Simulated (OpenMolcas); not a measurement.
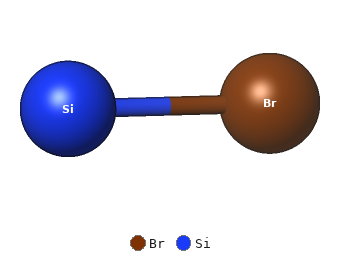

The molecule at the reference distance of 2.260 Å.

**Run report: BrSi, relativistic diatomic calculation (part 1 of 2)**

BrSi. Computed at this level: SA-CASSCF(9,7)/XMS-CASPT2 + RASSI spin-orbit (X2C scalar, AMFI), ANO-RCC-VTZP (OpenMolcas).

## The input
```
&GATEWAY
Coord
2
angstrom
Br 0.0 0.0 0.0
Si 0.0 0.0 2.2600
Basis=ANO-RCC-VTZP
Group=XY
RX2C
AMFI
ANGMom
0.0 0.0 0.0
RICD
&SEWARD
&GUESSORB
&RASSCF
FileOrb=$CurrDir/o22.orb
Symmetry=2
Spin=2
nActEl=9 0 0
Inactive=12 8
RAS2=3 4
CIRoot=8 8 1
Linear
Iterations=120 100
OrbListing=Nothing
PRWF=0.15
>>COPY $Project.RasOrb $CurrDir/o22.orb
>>COPY $Project.rasscf.h5 $CurrDir/r22.h5
&CASPT2
XMultistate=all
Imaginary=0.2
IPEA=0.25
MaxIter=40
>>COPY $Project.JobMix JOB001
&RASSCF
FileOrb=$CurrDir/o41.orb
Symmetry=1
Spin=4
nActEl=9 0 0
Inactive=12 8
RAS2=3 4
CIRoot=5 5 1
Linear
Iterations=120 100
OrbListing=Nothing
PRWF=0.15
>>COPY $Project.RasOrb $CurrDir/o41.orb
>>COPY $Project.rasscf.h5 $CurrDir/r41.h5
&CASPT2
XMultistate=all
Imaginary=0.2
IPEA=0.25
MaxIter=40
>>COPY $Project.JobMix JOB002
&RASSCF
FileOrb=$CurrDir/o21.orb
Symmetry=1
Spin=2
nActEl=9 0 0
Inactive=12 8
RAS2=3 4
CIRoot=5 5 1
Linear
Iterations=120 100
OrbListing=Nothing
PRWF=0.15
>>COPY $Project.RasOrb $CurrDir/o21.orb
>>COPY $Project.rasscf.h5 $CurrDir/r21.h5
&CASPT2
XMultistate=all
Imaginary=0.2
IPEA=0.25
MaxIter=40
>>COPY $Project.JobMix JOB003
&RASSCF
FileOrb=$CurrDir/o42.orb
Symmetry=2
Spin=4
nActEl=9 0 0
Inactive=12 8
RAS2=3 4
CIRoot=4 4 1
Linear
Iterations=120 100
OrbListing=Nothing
PRWF=0.15
>>COPY $Project.RasOrb $CurrDir/o42.orb
>>COPY $Project.rasscf.h5 $CurrDir/r42.h5
&CASPT2
XMultistate=all
Imaginary=0.2
IPEA=0.25
MaxIter=40
>>COPY $Project.JobMix JOB004
&RASSI
Nr of JobIphs=4 8 5 5 4
1 2 3 4 5 6 7 8
1 2 3 4 5
1 2 3 4 5
1 2 3 4
SpinOrbit
EJob
Omega
MEES
MESO
Properties=4
'AngMom' 3 'Mltpl  1' 1 'Mltpl  1' 2 'Mltpl  1' 3
Thrs=1.0d-4
>>COPY $Project.rassi.h5 $CurrDir/so.h5
```

The first orbital files come from an earlier step.

Hardware: 1 thread of Arm Neoverse V1, 112 GiB of memory available, shared host.

Launched with:
```bash
pymolcas m.inp (one call a module block, same work directory)
```

## The program's output (extracts)
```
++    Wave function specifications:
      Number of closed shell electrons          40
      Number of electrons in active shells       9
      Number of inactive orbitals               20
      Number of active orbitals                  7
      Number of secondary orbitals              50
      Spin quantum number                      0.5
      State symmetry                             2
++    Orbital specifications:
      Symmetry species                           1   2
                                                 a   b
      Frozen orbitals                            0   0
      Inactive orbitals                         12   8
      Active orbitals                            3   4
      RAS2 orbitals                              3   4
      Secondary orbitals                        26  24
      Number of basis functions                 41  36
      printout of CI-coefficients larger than  0.15 for root  1
      energy=   -2894.007654
      conf/sym  111 2222     Coeff  Weight
            39  u2d 220u  -0.20409 0.04165
            63  022 220u   0.93357 0.87155
           142  022 u2du   0.21421 0.04588
      printout of CI-coefficients larger than  0.15 for root  2
      energy=   -2894.007654
      conf/sym  111 2222     Coeff  Weight
            37  u2d 22u0  -0.20409 0.04165
            61  022 22u0   0.93357 0.87155
            66  022 2uud  -0.16805 0.02824
      printout of CI-coefficients larger than  0.15 for root  3
      energy=   -2893.839254
      conf/sym  111 2222     Coeff  Weight
            64  022 2udu  -0.89565 0.80218
            66  022 2uud   0.17119 0.02931
           141  022 u220   0.34146 0.11659
      printout of CI-coefficients larger than  0.15 for root  4
      energy=   -2893.839254
      conf/sym  111 2222     Coeff  Weight
            67  022 2u02   0.34146 0.11659
           142  022 u2du   0.59608 0.35531
           144  022 u2ud  -0.69006 0.47618
      printout of CI-coefficients larger than  0.15 for root  5
      energy=   -2893.813660
      conf/sym  111 2222     Coeff  Weight
            62  022 2u20  -0.49525 0.24527
            67  022 2u02   0.49525 0.24527
           142  022 u2du   0.35019 0.12263
           144  022 u2ud   0.60655 0.36790
      printout of CI-coefficients larger than  0.15 for root  6
      energy=   -2893.813660
      conf/sym  111 2222     Coeff  Weight
            64  022 2udu   0.35019 0.12263
            66  022 2uud   0.60655 0.36790
           141  022 u220   0.49525 0.24527
           146  022 u202  -0.49525 0.24527
      printout of CI-coefficients larger than  0.15 for root  7
      energy=   -2893.800875
      conf/sym  111 2222     Coeff  Weight
            39  u2d 220u   0.20569 0.04231
            62  022 2u20   0.51625 0.26651
            67  022 2u02  -0.35774 0.12797
           142  022 u2du   0.62419 0.38962
           144  022 u2ud   0.35323 0.12477
      printout of CI-coefficients larger than  0.15 for root  8
      energy=   -2893.800875
      conf/sym  111 2222     Coeff  Weight
            37  u2d 22u0   0.20569 0.04231
            66  022 2uud  -0.71718 0.51435
           141  022 u220   0.35773 0.12797
           146  022 u202  -0.51625 0.26651
      Natural orbitals and occupation numbers for root  1
      sym 1:   0.035199   1.980086   1.960686
      sym 2:   1.980173   1.993500   0.044395   1.005962
      Natural orbitals and occupation numbers for root  2
      sym 1:   0.035199   1.980086   1.960686
      sym 2:   1.993500   1.980173   1.005962   0.044395
      Natural orbitals and occupation numbers for root  3
      sym 1:   0.035208   1.987058   1.972480
      sym 2:   1.871656   1.187574   1.114251   0.831774
      Natural orbitals and occupation numbers for root  4
      sym 1:   0.035208   1.987058   1.972480
      sym 2:   1.187574   1.871656   0.831774   1.114251
      Natural orbitals and occupation numbers for root  5
      sym 1:   0.022075   1.995870   1.982165
      sym 2:   1.499626   1.499626   1.000319   1.000319
      Natural orbitals and occupation numbers for root  6
      sym 1:   0.022075   1.995870   1.982165
      sym 2:   1.499626   1.499626   1.000319   1.000319
      Natural orbitals and occupation numbers for root  7
      sym 1:   0.076257   1.980494   1.933791
      sym 2:   1.517041   1.599789   1.036788   0.855840
      Natural orbitals and occupation numbers for root  8
      sym 1:   0.076256   1.980494   1.933791
      sym 2:   1.599789   1.517041   0.855839   1.036790
      RASSCF energy for state  8                  -2893.80087469
::    RASSCF root number  1 Total energy:  -2894.00765430
::    RASSCF root number  2 Total energy:  -2894.00765430
::    RASSCF root number  3 Total energy:  -2893.83925350
::    RASSCF root number  4 Total energy:  -2893.83925350
::    RASSCF root number  5 Total energy:  -2893.81365989
::    RASSCF root number  6 Total energy:  -2893.81365989
::    RASSCF root number  7 Total energy:  -2893.80087469
::    RASSCF root number  8 Total energy:  -2893.80087469
      Von Neumann Entropy (Root   1) =  0.78447
++    Wave function specifications:
      Number of closed shell electrons           8
      Number of electrons in active shells       9
      Number of inactive orbitals                4
      Number of active orbitals                  7
      Number of secondary orbitals              50
      Spin quantum number                      0.5
      State symmetry                             2
      Number of CSFs                           248
      Number of CASSCF root(s) available         8
      CASPT2 state passed to geometry opt.       8
      A file JOBMIX will be created
      This is a MULTI-STATE CASSCF reference
      Number of CI roots used                    8
      These are:                                 1   2   3   4   5   6   7   8
      Off-diagonal elements of Heff are computed
  FINAL CASPT2 RESULT:
      Reference energy:       -2894.0076543045
      E2 (Non-variational):      -0.2581137849
      Shift correction:          -0.0035898564
      E2 (Variational):          -0.2617036413
      Total energy:           -2894.2693579457
      Reference weight:           0.89128
  FINAL CASPT2 RESULT:
      Reference energy:       -2894.0076543040
      E2 (Non-variational):      -0.2581137845
      Shift correction:          -0.0035898570
      E2 (Variational):          -0.2617036415
      Total energy:           -2894.2693579455
      Reference weight:           0.89128
  FINAL CASPT2 RESULT:
      Reference energy:       -2893.8392535039
      E2 (Non-variational):      -0.2440199266
      Shift correction:          -0.0027160991
      E2 (Variational):          -0.2467360256
      Total energy:           -2894.0859895296
      Reference weight:           0.90131
  FINAL CASPT2 RESULT:
      Reference energy:       -2893.8392535031
      E2 (Non-variational):      -0.2440199241
      Shift correction:          -0.0027160989
      E2 (Variational):          -0.2467360230
      Total energy:           -2894.0859895261
      Reference weight:           0.90131
  FINAL CASPT2 RESULT:
      Reference energy:       -2893.8136598949
      E2 (Non-variational):      -0.2459511144
      Shift correction:          -0.0026921989
      E2 (Variational):          -0.2486433133
      Total energy:           -2894.0623032082
      Reference weight:           0.90092
  FINAL CASPT2 RESULT:
      Reference energy:       -2893.8136598949
      E2 (Non-variational):      -0.2459511151
      Shift correction:          -0.0026921988
      E2 (Variational):          -0.2486433139
      Total energy:           -2894.0623032088
      Reference weight:           0.90092
  FINAL CASPT2 RESULT:
      Reference energy:       -2893.8008746925
      E2 (Non-variational):      -0.2477246843
      Shift correction:          -0.0031833650
      E2 (Variational):          -0.2509080494
      Total energy:           -2894.0517827419
      Reference weight:           0.89777
  FINAL CASPT2 RESULT:
      Reference energy:       -2893.8008746910
      E2 (Non-variational):      -0.2477246790
      Shift correction:          -0.0031833639
      E2 (Variational):          -0.2509080429
      Total energy:           -2894.0517827339
      Reference weight:           0.89777
       Total XMS-CASPT2 energies:
::    XMS-CASPT2 Root  1     Total energy:  -2894.26836856
::    XMS-CASPT2 Root  2     Total energy:  -2894.26836856
::    XMS-CASPT2 Root  3     Total energy:  -2894.08608137
::    XMS-CASPT2 Root  4     Total energy:  -2894.08608137
::    XMS-CASPT2 Root  5     Total energy:  -2894.06232332
::    XMS-CASPT2 Root  6     Total energy:  -2894.06232332
::    XMS-CASPT2 Root  7     Total energy:  -2894.05266018
::    XMS-CASPT2 Root  8     Total energy:  -2894.05266017
++    Wave function specifications:
      Number of closed shell electrons          40
      Number of electrons in active shells       9
      Number of inactive orbitals               20
      Number of active orbitals                  7
      Number of secondary orbitals              50
      Spin quantum number                      1.5
      State symmetry                             1
      printout of CI-coefficients larger than  0.15 for root  1
      energy=   -2893.909043
      conf/sym  111 2222     Coeff  Weight
            52  u20 22uu   0.17160 0.02945
            61  02u 22uu  -0.96572 0.93261
      printout of CI-coefficients larger than  0.15 for root  2
      energy=   -2893.766740
      conf/sym  111 2222     Coeff  Weight
             8  u22 2u0u   0.69202 0.47889
            31  u22 u2u0  -0.69202 0.47889
      printout of CI-coefficients larger than  0.15 for root  3
      energy=   -2893.760628
      conf/sym  111 2222     Coeff  Weight
             7  u22 2uu0  -0.56679 0.32125
            33  u22 u20u  -0.56679 0.32125
            52  u20 22uu  -0.17992 0.03237
            70  0u2 22uu   0.52485 0.27547
      printout of CI-coefficients larger than  0.15 for root  4
      energy=   -2893.759432
      conf/sym  111 2222     Coeff  Weight
             7  u22 2uu0   0.69083 0.47725
            33  u22 u20u  -0.69083 0.47725
      printout of CI-coefficients larger than  0.15 for root  5
      energy=   -2893.759432
      conf/sym  111 2222     Coeff  Weight
             8  u22 2u0u   0.69083 0.47725
            31  u22 u2u0   0.69083 0.47725
      Natural orbitals and occupation numbers for root  1
      sym 1:   0.026631   1.970324   1.004558
      sym 2:   1.995910   1.995910   1.003333   1.003333
      Natural orbitals and occupation numbers for root  2
      sym 1:   0.987266   1.998642   1.940715
      sym 2:   1.499729   1.499729   0.536959   0.536959
      Natural orbitals and occupation numbers for root  3
      sym 1:   0.712704   1.701601   1.880365
      sym 2:   1.658599   1.658599   0.694066   0.694066
      Natural orbitals and occupation numbers for root  4
      sym 1:   0.984411   1.999251   1.936554
      sym 2:   1.499774   1.499773   0.540119   0.540118
      Natural orbitals and occupation numbers for root  5
      sym 1:   0.984411   1.999251   1.936554
      sym 2:   1.499773   1.499774   0.540118   0.540118
      RASSCF energy for state  5                  -2893.75943226
::    RASSCF root number  1 Total energy:  -2893.90904269
::    RASSCF root number  2 Total energy:  -2893.76673981
::    RASSCF root number  3 Total energy:  -2893.76062793
::    RASSCF root number  4 Total energy:  -2893.75943226
::    RASSCF root number  5 Total energy:  -2893.75943226
      Von Neumann Entropy (Root   1) =  1.60761
++    Wave function specifications:
      Number of closed shell electrons           8
      Number of electrons in active shells       9
      Number of inactive orbitals                4
      Number of active orbitals                  7
      Number of secondary orbitals              50
      Spin quantum number                      1.5
      State symmetry                             1
      Number of CSFs                           112
      Number of CASSCF root(s) available         5
      CASPT2 state passed to geometry opt.       5
      A file JOBMIX will be created
      This is a MULTI-STATE CASSCF reference
      Number of CI roots used                    5
      These are:                                 1   2   3   4   5
      Off-diagonal elements of Heff are computed
  FINAL CASPT2 RESULT:
      Reference energy:       -2893.9090426928
      E2 (Non-variational):      -0.2564144233
      Shift correction:          -0.0047145657
      E2 (Variational):          -0.2611289890
      Total energy:           -2894.1701716818
      Reference weight:           0.88430
  FINAL CASPT2 RESULT:
      Reference energy:       -2893.7667398075
      E2 (Non-variational):      -0.2436269354
      Shift correction:          -0.0028140117
      E2 (Variational):          -0.2464409471
      Total energy:           -2894.0131807546
      Reference weight:           0.90177
  FINAL CASPT2 RESULT:
      Reference energy:       -2893.7606279306
      E2 (Non-variational):      -0.2412854690
      Shift correction:          -0.0034980601
      E2 (Variational):          -0.2447835292
      Total energy:           -2894.0054114597
      Reference weight:           0.90004
  FINAL CASPT2 RESULT:
      Reference energy:       -2893.7594322610
      E2 (Non-variational):      -0.2431241705
      Shift correction:          -0.0026871330
      E2 (Variational):          -0.2458113034
      Total energy:           -2894.0052435645
      Reference weight:           0.90286
  FINAL CASPT2 RESULT:
      Reference energy:       -2893.7594322610
      E2 (Non-variational):      -0.2431339312
      Shift correction:          -0.0026791886
      E2 (Variational):          -0.2458131198
      Total energy:           -2894.0052453808
      Reference weight:           0.90291
       Total XMS-CASPT2 energies:
::    XMS-CASPT2 Root  1     Total energy:  -2894.17059361
::    XMS-CASPT2 Root  2     Total energy:  -2894.01318075
::    XMS-CASPT2 Root  3     Total energy:  -2894.00524650
::    XMS-CASPT2 Root  4     Total energy:  -2894.00524244
::    XMS-CASPT2 Root  5     Total energy:  -2894.00498953
++    Wave function specifications:
      Number of closed shell electrons          40
      Number of electrons in active shells       9
      Number of inactive orbitals               20
      Number of active orbitals                  7
      Number of secondary orbitals              50
      Spin quantum number                      0.5
      State symmetry                             1
      printout of CI-coefficients larger than  0.15 for root  1
      energy=   -2893.886477
      conf/sym  111 2222     Coeff  Weight
            19  u22 2200  -0.93782 0.87950
      printout of CI-coefficients larger than  0.15 for root  2
      energy=   -2893.842084
      conf/sym  111 2222     Coeff  Weight
           143  02u 22du   0.48849 0.23862
           145  02u 22ud   0.84608 0.71586
      printout of CI-coefficients larger than  0.15 for root  3
      energy=   -2893.842084
      conf/sym  111 2222     Coeff  Weight
           142  02u 2220  -0.69083 0.47724
           147  02u 2202   0.69083 0.47724
      printout of CI-coefficients larger than  0.15 for root  4
      energy=   -2893.840085
      conf/sym  111 2222     Coeff  Weight
           143  02u 22du   0.82088 0.67384
           145  02u 22ud  -0.47393 0.22461
           152  uud 22du  -0.16155 0.02610
           170  0u2 22du  -0.16116 0.02597
      printout of CI-coefficients larger than  0.15 for root  5
      energy=   -2893.816969
      conf/sym  111 2222     Coeff  Weight
            19  u22 2200   0.16248 0.02640
           142  02u 2220  -0.67578 0.45667
           147  02u 2202  -0.67578 0.45667
      Natural orbitals and occupation numbers for root  1
      sym 1:   0.973990   1.991299   1.900739
      sym 2:   1.976892   1.976892   0.090095   0.090095
      Natural orbitals and occupation numbers for root SPIN-FREE ENERGIES:
  (Shifted by EMIN (a.u.) =      -2894.2683685606)
 SF State       Relative EMIN(au)   Rel lowest level(eV)    D:o, cm**(-1)      Abs_M
     1             0.0000000000        0.0000000000              0.0000         1.0
     2             0.0000000010        0.0000000284              0.0002         1.0
     9             0.0977749511        2.6605919584          21459.1213         0.0
    14             0.1048680634        2.8536053788          23015.8796         0.0
    15             0.1608109108        4.3758878062          35293.9154         2.0
    16             0.1613964842        4.3918220703          35422.4339         2.0
    19             0.1645099242        4.4765430889          36105.7550         1.0
    20             0.1645099242        4.4765430889          36105.7550         1.0
    17             0.1794633340        4.8834460988          39387.6491         0.0
     3             0.1822871885        4.9602870940          40007.4135         1.0
     4             0.1822871941        4.9602872459          40007.4147         1.0
    18             0.1910666305        5.1991878807          41934.2783         0.0
     5             0.2060452438        5.6067767121          45221.7039         3.0
     6             0.2060452455        5.6067767583          45221.7043         3.0
    21             0.2086378534        5.6773252156          45790.7160         1.0
    22             0.2086378534        5.6773252156          45790.7160         1.0
     7             0.2157083853        5.8697241892          47342.5183         1.0
     8             0.2157083866        5.8697242231          47342.5186         1.0
    10             0.2551878060        6.9440139541          56007.2496         0.0
    11             0.2631220581        7.1599159529          57748.6167         2.0
    12             0.2631261178        7.1600264216          57749.5077         2.0
    13             0.2633790285        7.1669084734          57805.0152         0.0
```

(Continued in part 2.) Outcome of the run: converged; components of a degenerate state are split by 129 cm⁻¹.
